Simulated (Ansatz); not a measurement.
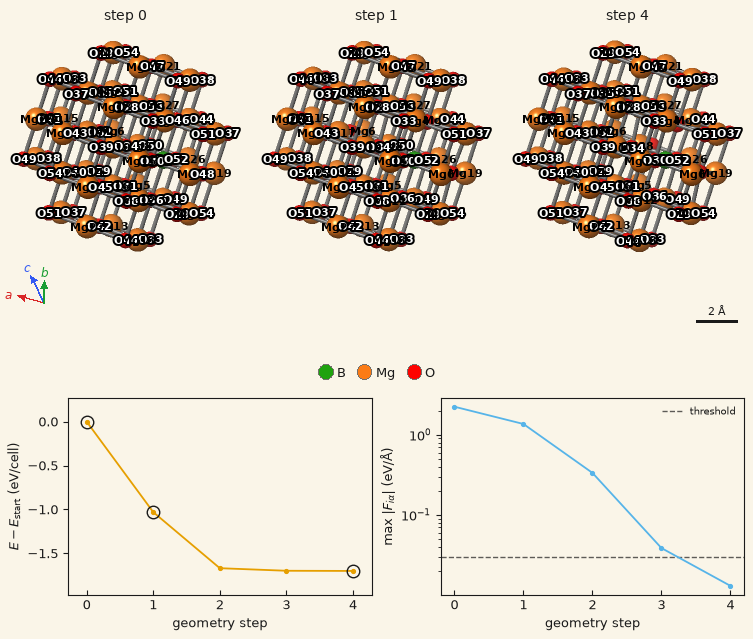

Frames of a relaxation of a defect cell of composition Mg26BO27 (cell charge +1), marked on the history of the run. A ball-and-stick model of the atoms within 5.8 Å of the atom that moves most (axes of the cell of the calculation (origin shifted)), seen from a free direction.

Computed with DFT, PBE, plane-wave PAW, default files, scalar-relativistic (Ansatz 0.2.0). Set-up: plane-wave cutoff 420 eV; k-point mesh 3 × 3 × 3; occupations fermi dirac; smearing width 0.01 eV; no spin polarisation; atoms relaxed in a fixed cell; force threshold 0.03 eV/Å; at most 40 steps.

Q: What happens along the run?

A: After 4 geometry steps the energy has fallen by 1.700 eV per cell of the calculation. Largest force component: 2.2 eV/Å at the start, 0.013 eV/Å at the end. The largest moves, 0.23 Å, are those of O30, O34, O36, O46, O48 and O52. O34 goes along [−1 1 −1]. Largest moves by element: O 0.23 Å, Mg 0.03 Å. B stays in place. The cell doesn't change. Among the contacts that change: Mg15–O30 2.109 → 2.371 Å, B1–O30 2.108 → 1.874 Å, Mg15–O41 2.109 → 2.080 Å, Mg10–O39 2.109 → 2.130 Å. Among the angles between lasting bonds that change: Mg4–O30–Mg12 180.0° → 168.1°, O30–Mg6–O48 90.0° → 78.1°, O30–Mg6–O32 90.0° → 96.2°. From step 0 to 1: O atoms move most (0.10 Å), energy −1.030 eV per cell of the calculation. From step 1 to 4: O atoms move most (0.13 Å), energy −0.670 eV per cell of the calculation.

Limits of the set-up: the cell is charged, on a uniform background, and energies carry no finite-size correction.
